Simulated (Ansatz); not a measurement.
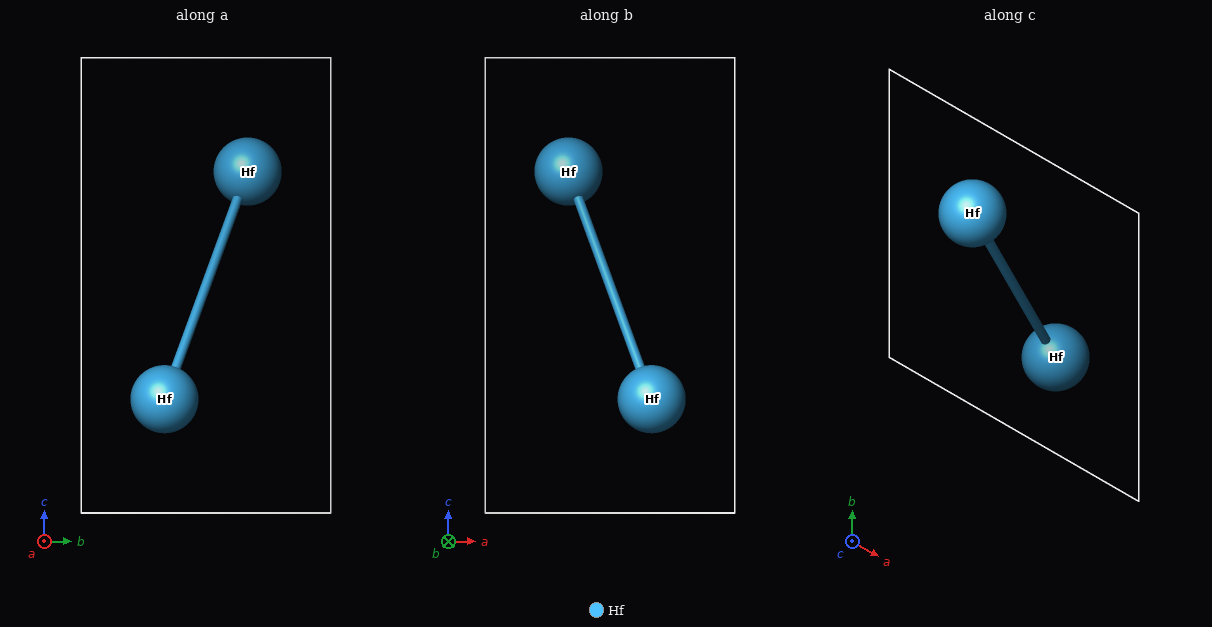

Drawn in the ball-and-stick manner and seen along the a axis, along the b axis and along the c axis. The edges of the conventional unit cell are marked.

Lattice parameters: a = 3.161 Å, b = 3.161 Å, c = 4.996 Å, α = 90.00°, β = 90.00°, γ = 120.00°.

Q: Convert the drawing into a table of Wyckoff sites.

A: Space group P6_3/mmc (No. 194).
| atom | site | x | y | z |
| --- | --- | --- | --- | --- |
| Hf | 2d | 0.3333 | 0.6667 | 0.7500 |

Provenance: the standard structure of this element. What is shown is the relaxed result from DFT PBEsol, scalar-relativistic, plane waves, PAW (Ansatz 0.2.0).
